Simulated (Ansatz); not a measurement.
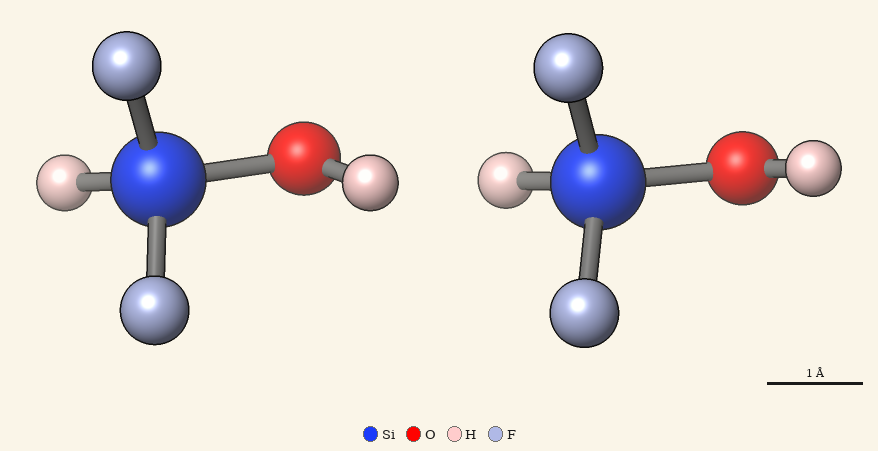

Two geometries of SiH$_{2}$OF$_{2}$, drawn at one scale. One is the start of a relaxation, the other its converged end. A ball-and-stick model, seen face on.

All numbers below come from Ansatz, RKS revPBE-D4/def2-SVP. (no spin polarisation; force threshold 0.02 eV/Å; at most 40 steps)

> Which one is relaxed?

The right one is the relaxed one. The run prepares the start of a later molecular dynamics calculation, from a guessed geometry. An H atom moves most after the best rigid fit: 0.17 Å. Largest moves by element: H 0.17 Å, F 0.11 Å, O 0.10 Å, Si 0.03 Å. Near-neighbour distances that change, for instance: F–Si 1.589 → 1.631 Å, H–O 1.010 → 0.974 Å, O–Si 1.680 → 1.654 Å, H–Si 1.460 → 1.480 Å. Among the angles between lasting bonds that change: Si–O–H 109.5° → 117.1°, F–Si–F 109.5° → 105.3°. Over 5 geometry steps the energy falls by 12.6 kJ/mol. Largest force component: 1.7 eV/Å at the start, 0.0091 eV/Å at the end. The run took 11 s on 1 thread of Arm Neoverse V1, with other jobs on the host, peak memory 0.12 GiB.
